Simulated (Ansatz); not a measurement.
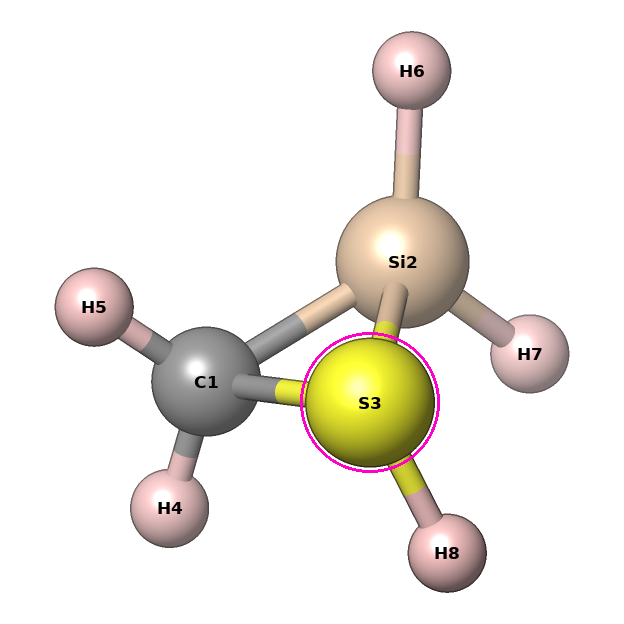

Distant atoms are faded towards the background colour. Circles mark the stereogenic atoms. The species has charge +1 and is a spin singlet. The computed structure is the end point of a PBE0-D4/def2-TZVP optimisation. No frequency run is at hand to confirm it as a minimum.

Q: What are the Cahn–Ingold–Prelog descriptors?

A: S3: R.

Q: Give a SMILES with the stereochemistry.

A: C1[SiH2][SH+]1
